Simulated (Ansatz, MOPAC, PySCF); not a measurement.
BH3 (SMILES B) and PH3 (SMILES P) are pulled apart as rigid monomers along the line of their centres of mass, from the B3LYP-D3(BJ)/def2-TZVP minimum. Starting geometry (charge 0, multiplicity 1):
```xyz
8

B     -0.0303    -0.0774     0.6721
H      1.0967    -0.4211     0.4177
H     -0.8416    -0.9688     0.6552
H     -0.3837     0.9320     0.1159
P      0.0544     0.4299     2.5320
H     -1.1256     0.8877     3.1451
H      0.4453    -0.5473     3.4648
H      0.9304     1.4694     2.8927
```

Interaction energies with rigid monomers; basis-set methods are counterpoise corrected unless marked otherwise.

Rows in 6-31G* carry no dispersion term and start afresh at each structure (6-31G* with six Cartesian d functions). The state that AM1, PM7 reach isn't checked; PM7 holds dispersion and hydrogen-bond terms.

Programs: Ansatz (a program for electronic structure); MOPAC for AM1, PM7 (differences of heats of formation); PySCF for 6-31G* rows, the dispersion terms. Each number belongs to the level named beside it.

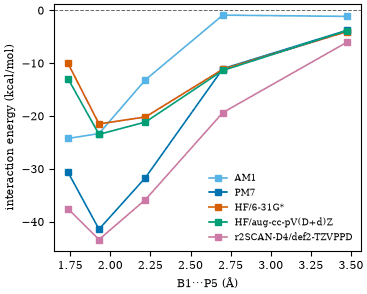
Interaction energy against separation

**Question.** Which level binds most strongly at B1···P5 = 1.93, and by how much?

**Answer.** r2SCAN-D4/def2-TZVPPD, -43.4 kcal/mol.
